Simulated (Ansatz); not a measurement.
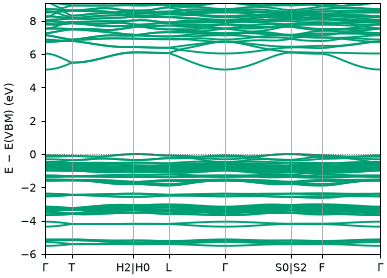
Fig. 1. Band structure from plane-wave PAW r²SCAN (Ansatz code)

The gap is 5.07 eV; an edge lies off the plotted path or next to a special point (maximum off the standard path, minimum at Γ).

The material is BaB₂O₄ in space group R-3c (No. 167; Pearson symbol hR42).

The workflow started from a Materials Project entry (that database holds measured and hypothetical structures alike); the Crystallography Open Database files this formula in space group No. 167, but the cells were not matched. Whether it is the stable phase at ambient conditions was not checked. Symmetry was held in the r²SCAN relaxation; whether a distortion lowers the energy is not shown. Spin–orbit coupling is left out wherever it is not named.

Potentials: the later of the program's two PAW sets.
